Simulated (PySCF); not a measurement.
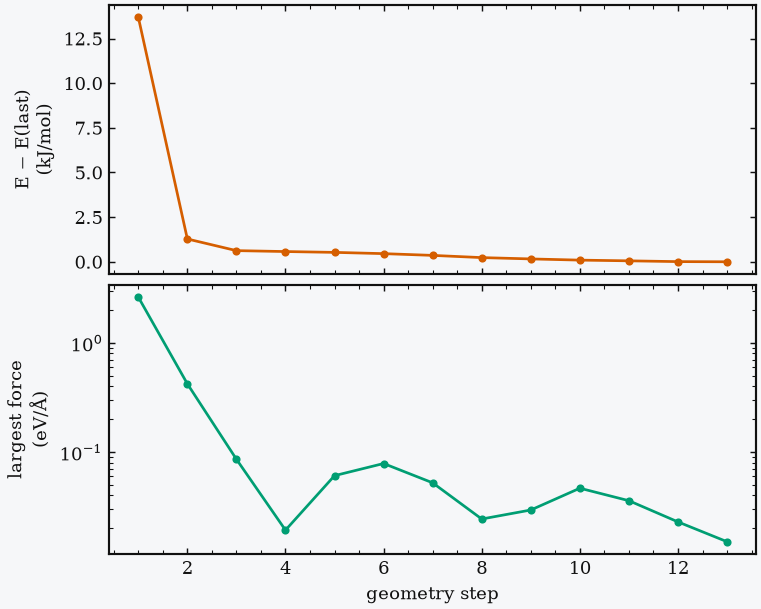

History of a geometry optimisation.

Ti(OH)F3 (SMILES [OH][Ti]([F])([F])[F]); PBE0-D3(BJ)/def2-SVP, geometry optimisation in PySCF 2.14.0, density fitting.

Question: How did the optimisation end?

Answer: The optimisation met its thresholds at geometry 13, counting the start as the first. The energy fell by about 14 kJ/mol from the first step to the last. The largest force goes from about 2.6 eV/Å at the start to 0.015 eV/Å at the end.
